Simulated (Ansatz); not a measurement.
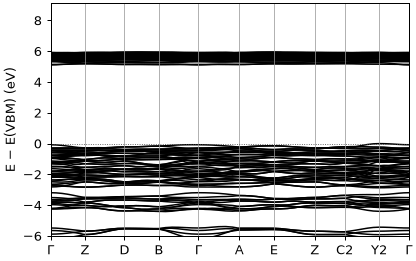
Figure: Band structure from r²SCAN (plane waves, PAW; program Ansatz)

Problem. Read off the gap and where the band edges lie.

Solution. About 5.1 eV (5.11 eV by a search for the band edges); maximum at Y2, minimum at Γ.

The material is La2SiO5 in space group P2_1/c (No. 14; Pearson symbol mP32).

The workflow started from a Materials Project entry (that database holds measured and hypothetical structures alike); the Crystallography Open Database copy checked does not list it. Whether it is the stable phase at ambient conditions was not checked. Symmetry was held in the r²SCAN relaxation; its stability against distortions is not shown here. Scalar-relativistic: spin–orbit coupling is off unless named, which matters more the heavier the elements.

Potentials: the later of the program's two PAW sets.
